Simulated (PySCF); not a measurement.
**C5H8ClF3Si (SMILES FCC(F)(F)[Si]1(CCl)CC1): density, localisation and related maps**

```xyz
18

F     1.8923    1.2407   -0.9698
C     2.3932    0.1190   -0.3601
C     1.3586   -0.4260    0.6158
F     1.4851   -1.7844    0.6688
F     1.6591   -0.0012    1.8845
Si   -0.4665    0.0657    0.1736
C    -0.8085    1.8900    0.5745
Cl   -2.5285    2.2271    0.2489
C    -1.7335   -1.3212    0.2427
C    -1.2919   -0.9282   -1.1913
H     2.5856   -0.6206   -1.1416
H     3.3202    0.4023    0.1467
H    -0.6307    2.1269    1.6219
H    -0.2279    2.5690   -0.0464
H    -1.4504   -2.3124    0.5659
H    -2.7588   -1.0942    0.4922
H    -2.0529   -0.4601   -1.7969
H    -0.7533   -1.6864   -1.7409
```

Geometry: GFN2-xTB.

Level of theory: PBE0/pcSseg-1, SCF density, gas phase, non-relativistic (PySCF 2.14.0).

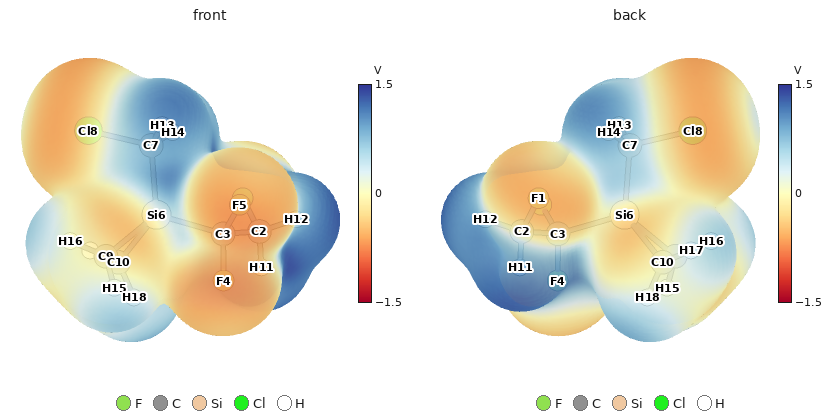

Figure 1. The electrostatic potential painted on the density surface at 0.002 e/bohr³, seen from the front and from behind; the colour scale runs from red (negative) to blue (positive).

**Describe the electrostatic potential map.**

The most negative region (about −0.7 V, or −16 kcal/mol for a unit charge) lies over F4 and F5, the most positive (about +1.3 V, or +30 kcal/mol for a unit charge) over the C, H and Si atoms. Cl8 shows a σ-hole: about +0.3 V at the tip opposite its bond, against about −0.4 V, or −9 kcal/mol for a unit charge on its flanks.

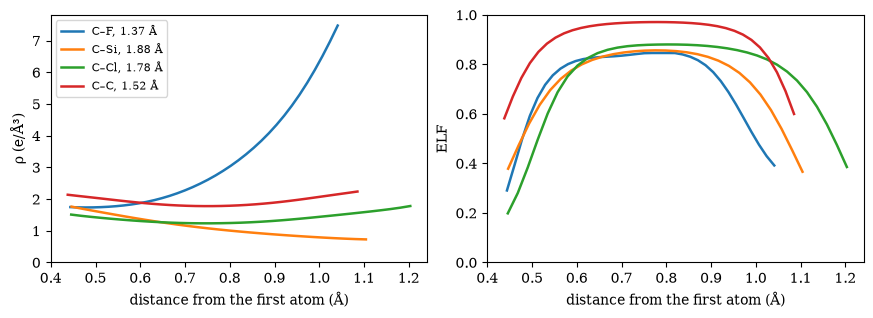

Figure 2. Electron density and electron localisation function along straight lines between neighbouring atoms. The curves leave out the atomic cores.

**What can be read from the curves?**

C–F (1.37 Å): ρ at the midpoint is about 2.2 e/Å³, with its minimum of 1.7 e/Å³ about 0.5 Å from C; the ELF peaks at about 0.85 between the atoms: a shared but strongly polarised pair.
C–Si (1.88 Å): ρ at the midpoint is about 0.85 e/Å³; the ELF peaks at about 0.85 between the atoms, as expected for a covalent bond.
C–Cl (1.78 Å): ρ at the midpoint is about 1.3 e/Å³; the ELF peaks at about 0.90 between the atoms (a covalent bond).
C–C (1.52 Å): ρ is about 1.8 e/Å³ halfway; the ELF peaks at about 1 between the atoms, as expected for a shared electron pair.
